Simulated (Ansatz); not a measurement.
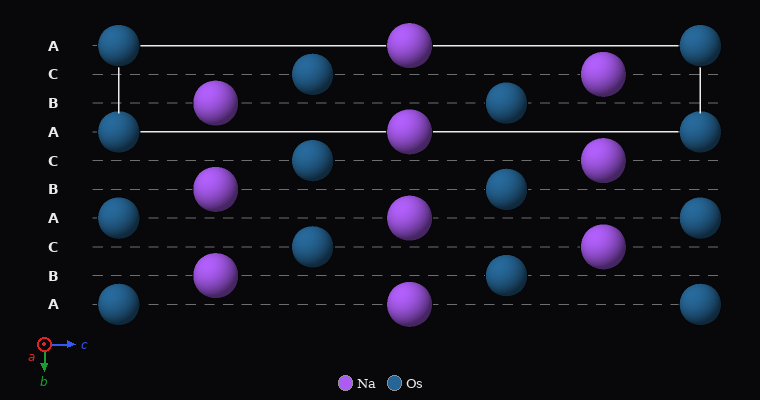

The picture looks along a close-packed row of the hexagonal mesh; c points to the right. The dashed lines mark the three columns A (0, 0), B (1/3, 2/3) and C (2/3, 1/3). The sequence starts with the first layer at or above the cell's origin.

NaOs (space group R-3m, No. 166): the geometry relaxed with DFT PBE, scalar-relativistic, plane waves, PAW in Ansatz; the starting structure was generated, so it need not be a known form of this composition.

Read off the stacking sequence over one period.

Os(A) – Na(B) – Os(C) – Na(A) – Os(B) – Na(C) (six layers in 15.75 Å).

Taking all atoms as equal spheres, what packing is it?

As equal spheres, ABCABC: cubic close packing.

Heights of the layers:

```json
{"layer": "1", "atoms (column)": "Os(A)", "height (Å)": "0.00", "to next (Å)": "2.62"}
{"layer": "2", "atoms (column)": "Na(B)", "height (Å)": "2.62", "to next (Å)": "2.62"}
{"layer": "3", "atoms (column)": "Os(C)", "height (Å)": "5.25", "to next (Å)": "2.62"}
{"layer": "4", "atoms (column)": "Na(A)", "height (Å)": "7.87", "to next (Å)": "2.62"}
{"layer": "5", "atoms (column)": "Os(B)", "height (Å)": "10.50", "to next (Å)": "2.62"}
{"layer": "6", "atoms (column)": "Na(C)", "height (Å)": "13.12", "to next (Å)": "2.62"}
```
